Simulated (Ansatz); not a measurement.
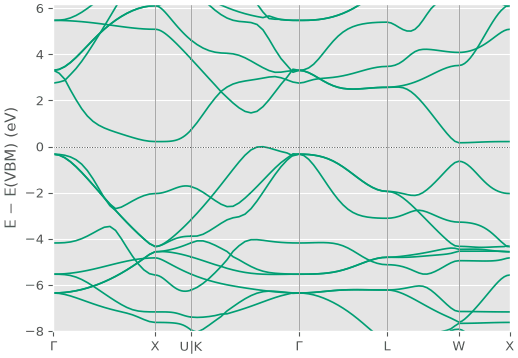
Fig. 1. Band structure from the program Ansatz at the LDA level (PAW)

Q: Read off the gap and where the band edges lie.

A: About 0.2 eV (0.17 eV by a search for the band edges); maximum on the K–Γ line, 65 % of the way from K, minimum at W.

Q: Which of these materials gives this?
A) CdIn2O4, spinel
B) CaSe, rock salt
C) Be2C, fluorite or antifluorite type
D) Be5Pt, F-43m (Be on 4c, Be on 16e, Pt on 4a)

A: D, Be5Pt, F-43m (Be on 4c, Be on 16e, Pt on 4a)

The first step of the workflow began from a Materials Project structure, measured or hypothetical; the Crystallography Open Database copy checked does not list it. With Be and Pt taken as one species the cell has the higher symmetry Fd-3m, so it may be an ordered model of a mixed-site phase. Its standing as an ambient phase is unchecked. The cell was relaxed with LDA under the symmetry of its start; whether a distortion lowers the energy is not shown. The run is not spin-polarised. Spin–orbit coupling is left out wherever it is not named.

Potentials: the later of the program's two PAW sets.
